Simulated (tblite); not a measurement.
Geometry relaxation, with input and output: C₃H₉Ge

C₃H₉Ge, multiplicity 2, computed with GFN2-xTB geometry optimisation, gas phase (tblite 0.8.0).

It belongs to a series of runs on one base structure; here: X = H replaced by iPr.

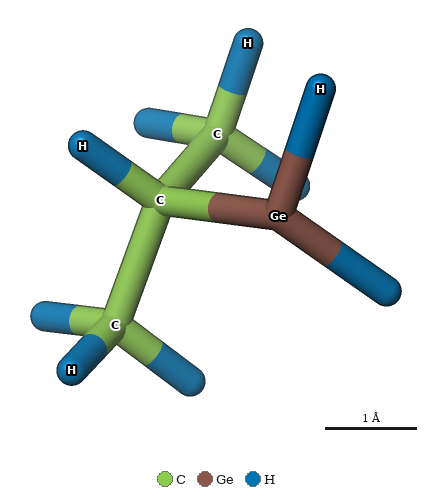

**Figure 1.** The starting structure (stick view, seen at a tilt). Sticks mark near contacts. Bond lengths as drawn: C–C 1.52 Å, C–Ge 1.96 Å, C–H 1.11 to 1.12 Å and Ge–H 1.54 to 1.55 Å.

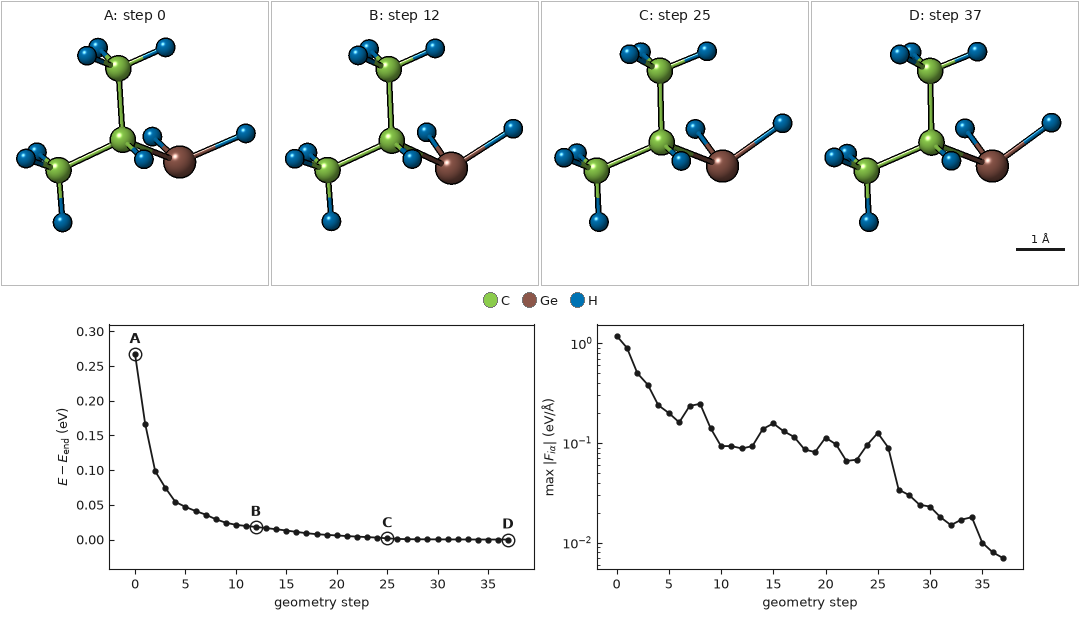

**Figure 2.** Frames of the relaxation (ball-and-stick view, seen at a tilt) above the curves, on which the letters mark them (steps are counted from 0).

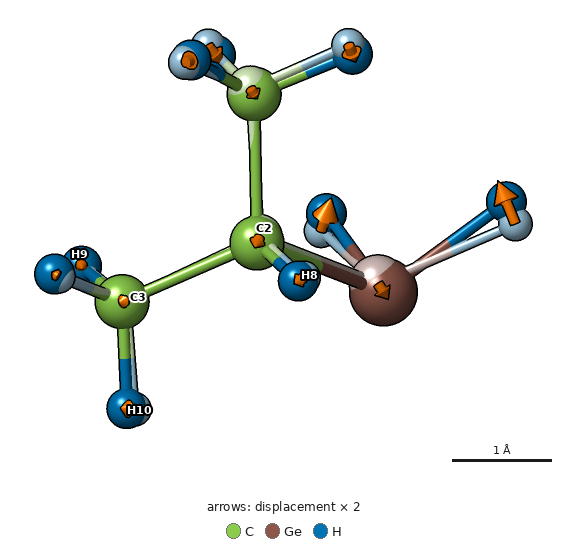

**Figure 3.** Start (faint) and end (solid) with the displacements as orange arrows, magnified 2 times (ball-and-stick view, seen at a tilt). The two geometries are laid on each other by the best rigid fit. H13 moves most after the best rigid fit: 0.25 Å. By element the largest moves are H 0.25 Å, Ge 0.10 Å, C 0.08 Å. Among the contacts that change: C2–Ge4 1.957 → 2.060 Å, C1–H5 1.120 → 1.092 Å, Ge4–H12 1.545 → 1.571 Å, Ge4–H13 1.547 → 1.571 Å. Among the angles that change: H12–Ge4–H13 110.4° → 97.1°, C2–Ge4–H12 109.4° → 103.0°, C2–Ge4–H13 109.5° → 103.6°. After 37 geometry steps the energy has fallen by 0.267 eV. The largest force component goes from 1.2 to 0.007 eV/Å. (Atoms are counted from 1 in the order of the input.)

The input and output of the run follow.

## The input
```
{"job": {"kind": "relax", "xc": "GFN2-xTB", "basis": "xTB"}, "charge": 0, "multiplicity": 2}
C     -0.040900     1.206400    -0.588000
C     -0.110400     0.118900     0.467700
C     -1.206100    -0.894600     0.176100
Ge     1.615200    -0.797800     0.567900
H     -1.018500     1.751400    -0.620300
H      0.156100     0.772000    -1.589700
H      0.750100     1.942700    -0.341900
H     -0.299000     0.587400     1.469500
H     -1.032700    -1.388600    -0.805300
H     -1.256100    -1.668500     0.970600
H     -2.202600    -0.378600     0.142000
H      1.917800    -1.472400    -0.788700
H      2.722600     0.222300     0.922400
```

The first line tells a small driver script what to run in tblite; the rest is the geometry in Å.

Run as:
```bash
OMP_NUM_THREADS=1 python <driver script> task.json out
```

## Output
```
step      E/eV     max force
  0    -350.24612    1.674
  1    -350.34608    1.252
  2    -350.41481    0.683
  3    -350.43854    0.398
  4    -350.45901    0.299
  5    -350.46619    0.240
  6    -350.47212    0.210
  7    -350.47728    0.255
  8    -350.48393    0.292
  9    -350.48899    0.187
 10    -350.49203    0.118
 11    -350.49368    0.107
 12    -350.49509    0.117
 13    -350.49675    0.108
 14    -350.49840    0.143
 15    -350.50021    0.164
 16    -350.50222    0.135
 17    -350.50410    0.123
 18    -350.50550    0.092
 19    -350.50648    0.089
 20    -350.50733    0.123
 21    -350.50822    0.105
 22    -350.50900    0.070
 23    -350.50967    0.070
 24    -350.51047    0.114
 25    -350.51147    0.145
 26    -350.51231    0.099
 27    -350.51271    0.041
 28    -350.51285    0.031
 29    -350.51293    0.034
 30    -350.51301    0.028
 31    -350.51308    0.022
 32    -350.51312    0.019
 33    -350.51317    0.027
 34    -350.51321    0.025
 35    -350.51323    0.013
 36    -350.51325    0.009
 37    -350.51326    0.009
```

## Trajectory as extended XYZ (Å, eV, eV/Å), 8 of the 38 frames kept, from step=0 to step=37
```
13
Properties=species:S:1:pos:R:3:forces:R:3 step=0 energy=-350.24612
C    -0.0409    1.2064   -0.5880   -0.3890   0.5550  -0.2470
C    -0.1104    0.1189    0.4677   -0.7050   0.5510   0.4320
C    -1.2061   -0.8946    0.1761   -0.8010   0.0200  -0.0790
Ge    1.6152   -0.7978    0.5679    0.6870  -1.1930   0.9520
H    -1.0185    1.7514   -0.6203    0.7180  -0.3310  -0.1160
H     0.1561    0.7720   -1.5897   -0.0950   0.3040   0.5760
H     0.7501    1.9427   -0.3419   -0.3930  -0.4080  -0.2190
H    -0.2990    0.5874    1.4695    0.0430  -0.2730  -0.7010
H    -1.0327   -1.3886   -0.8053   -0.1290   0.2920   0.6640
H    -1.2561   -1.6685    0.9706    0.0640   0.4250  -0.5210
H    -2.2026   -0.3786    0.1420    0.7590  -0.5050  -0.0570
H     1.9178   -1.4724   -0.7887    0.1510   0.3640  -0.2580
H     2.7226    0.2223    0.9224    0.0910   0.2000  -0.4260
13
Properties=species:S:1:pos:R:3:forces:R:3 step=5 energy=-350.46619
C    -0.0505    1.2083   -0.5810    0.0440   0.0360  -0.0510
C    -0.1325    0.1243    0.4725    0.0480  -0.0180   0.1620
C    -1.2233   -0.8791    0.1779   -0.1420  -0.0790  -0.0210
Ge    1.6462   -0.8995    0.6617   -0.0310   0.0980  -0.0630
H    -0.9983    1.7517   -0.6372    0.0510  -0.0530   0.0300
H     0.1509    0.7875   -1.5622    0.0250  -0.0860  -0.0700
H     0.7347    1.9257   -0.3539    0.0610   0.0090   0.0560
H    -0.3124    0.5860    1.4450   -0.0520   0.0370   0.0750
H    -1.0406   -1.3719   -0.7736    0.0170  -0.0050  -0.1080
H    -1.2552   -1.6480    0.9467   -0.0460  -0.0270   0.0810
H    -2.2002   -0.3995    0.1315   -0.0480   0.0200  -0.0160
H     1.9423   -1.4225   -0.8092    0.0980   0.1800   0.1240
H     2.7346    0.2375    0.8640   -0.0260  -0.1120  -0.2000
13
Properties=species:S:1:pos:R:3:forces:R:3 step=11 energy=-350.49368
C    -0.0345    1.1947   -0.5758   -0.0210  -0.0050   0.0220
C    -0.1481    0.1222    0.4898    0.0710  -0.0340   0.0300
C    -1.2386   -0.8832    0.1790   -0.0080   0.0240   0.0100
Ge    1.6399   -0.8912    0.6691   -0.0350   0.0430  -0.0020
H    -0.9787    1.7377   -0.6340   -0.0370   0.0490  -0.0270
H     0.1620    0.7666   -1.5577    0.0580  -0.0610   0.0450
H     0.7494    1.9139   -0.3437    0.0470  -0.0670   0.0230
H    -0.3351    0.5927    1.4586   -0.0380  -0.0150  -0.0070
H    -1.0435   -1.3642   -0.7788    0.0020  -0.0220   0.0150
H    -1.2788   -1.6493    0.9523   -0.0400  -0.0200  -0.0200
H    -2.2138   -0.4013    0.1233   -0.0450   0.0260  -0.0050
H     1.9803   -1.3520   -0.7831   -0.0060  -0.0110  -0.0780
H     2.7351    0.2138    0.7831    0.0520   0.0930  -0.0050
13
Properties=species:S:1:pos:R:3:forces:R:3 step=16 energy=-350.50222
C    -0.0319    1.1857   -0.5662    0.0580  -0.0590   0.0190
C    -0.1550    0.1171    0.5023   -0.1310   0.0220  -0.0240
C    -1.2510   -0.8820    0.1817    0.0150  -0.0270  -0.0050
Ge    1.6433   -0.8669    0.6602    0.1230  -0.0320  -0.0170
H    -0.9702    1.7435   -0.6434    0.1140  -0.0310  -0.0290
H     0.1876    0.7334   -1.5328   -0.0420   0.0150  -0.0060
H     0.7719    1.8814   -0.3290   -0.0290   0.0280   0.0160
H    -0.3574    0.5881    1.4665    0.0140  -0.0090   0.0430
H    -1.0463   -1.3672   -0.7723   -0.0270   0.0160  -0.0120
H    -1.3081   -1.6555    0.9467   -0.0170   0.0190   0.0280
H    -2.2244   -0.3924    0.1183    0.0420  -0.0060  -0.0150
H     1.9864   -1.3283   -0.8011   -0.0650   0.0090  -0.0090
H     2.7506    0.2437    0.7513   -0.0550   0.0540   0.0110
13
Properties=species:S:1:pos:R:3:forces:R:3 step=21 energy=-350.50822
C    -0.0175    1.1689   -0.5561    0.0010   0.0400  -0.0290
C    -0.1678    0.1104    0.5140    0.0970  -0.0320   0.0240
C    -1.2592   -0.8858    0.1835   -0.0230  -0.0040  -0.0010
Ge    1.6635   -0.8564    0.6540   -0.0600   0.0070   0.0110
H    -0.9399    1.7432   -0.6588   -0.0360  -0.0030   0.0200
H     0.1987    0.7110   -1.5197    0.0420  -0.0140  -0.0170
H     0.7839    1.8641   -0.3128    0.0430  -0.0080   0.0060
H    -0.3700    0.5798    1.4801    0.0230  -0.0220  -0.0100
H    -1.0546   -1.3675   -0.7716    0.0140  -0.0190  -0.0020
H    -1.3328   -1.6555    0.9502    0.0060  -0.0030   0.0100
H    -2.2267   -0.3879    0.1094   -0.0120   0.0090  -0.0030
H     1.9719   -1.3084   -0.8206   -0.0330   0.0280   0.0050
H     2.7461    0.2848    0.7306   -0.0620   0.0230  -0.0160
13
Properties=species:S:1:pos:R:3:forces:R:3 step=26 energy=-350.51231
C    -0.0011    1.1608   -0.5529    0.0010  -0.0450   0.0350
C    -0.1600    0.0989    0.5184   -0.0900   0.0240  -0.0340
C    -1.2629   -0.8880    0.1850    0.0270   0.0080  -0.0070
Ge    1.6609   -0.8481    0.6514    0.0310  -0.0210  -0.0120
H    -0.9236    1.7357   -0.6597    0.0200  -0.0120   0.0130
H     0.2220    0.6963   -1.5139    0.0150   0.0340   0.0270
H     0.8053    1.8496   -0.3018   -0.0210  -0.0170  -0.0210
H    -0.3642    0.5635    1.4855    0.0090   0.0310  -0.0040
H    -1.0567   -1.3750   -0.7676    0.0100  -0.0200   0.0160
H    -1.3484   -1.6536    0.9556    0.0110   0.0110  -0.0140
H    -2.2260   -0.3821    0.1021    0.0160   0.0130   0.0070
H     1.9422   -1.2820   -0.8304    0.0020  -0.0040  -0.0080
H     2.7082    0.3244    0.7106   -0.0310  -0.0030   0.0000
13
Properties=species:S:1:pos:R:3:forces:R:3 step=32 energy=-350.51312
C     0.0012    1.1570   -0.5501    0.0050   0.0110  -0.0070
C    -0.1626    0.0978    0.5197   -0.0060   0.0100  -0.0100
C    -1.2629   -0.8883    0.1847    0.0030  -0.0020   0.0090
Ge    1.6605   -0.8503    0.6486    0.0030  -0.0090  -0.0040
H    -0.9193    1.7337   -0.6579   -0.0060   0.0000   0.0000
H     0.2289    0.6978   -1.5114   -0.0020  -0.0070  -0.0020
H     0.8069    1.8453   -0.3004    0.0080   0.0080   0.0150
H    -0.3632    0.5676    1.4853   -0.0050  -0.0020  -0.0050
H    -1.0544   -1.3804   -0.7649    0.0040   0.0050   0.0090
H    -1.3487   -1.6519    0.9561   -0.0070  -0.0030   0.0100
H    -2.2244   -0.3796    0.1006    0.0030  -0.0080  -0.0070
H     1.9386   -1.2792   -0.8354    0.0050  -0.0030  -0.0060
H     2.6952    0.3310    0.7072   -0.0060  -0.0010  -0.0010
13
Properties=species:S:1:pos:R:3:forces:R:3 step=37 energy=-350.51326
C     0.0022    1.1579   -0.5502   -0.0030   0.0030   0.0000
C    -0.1632    0.0988    0.5193    0.0060  -0.0050   0.0050
C    -1.2625   -0.8885    0.1861   -0.0060  -0.0020  -0.0030
Ge    1.6596   -0.8525    0.6463   -0.0030   0.0030  -0.0020
H    -0.9189    1.7338   -0.6579    0.0000   0.0050  -0.0050
H     0.2301    0.6980   -1.5111    0.0040   0.0050   0.0000
H     0.8076    1.8460   -0.2969   -0.0020   0.0000  -0.0010
H    -0.3644    0.5696    1.4841    0.0030  -0.0050   0.0040
H    -1.0523   -1.3815   -0.7623    0.0050  -0.0070  -0.0010
H    -1.3498   -1.6513    0.9587    0.0000   0.0070   0.0050
H    -2.2240   -0.3811    0.0985   -0.0060  -0.0020  -0.0020
H     1.9401   -1.2800   -0.8387    0.0000   0.0010   0.0000
H     2.6911    0.3313    0.7064    0.0030  -0.0030  -0.0010
```

## Results in brief

- outcome: converged
- total energy: −350.5133 eV
- hardware: 1 CPU thread, shared host
- peak memory: 0.18 GiB
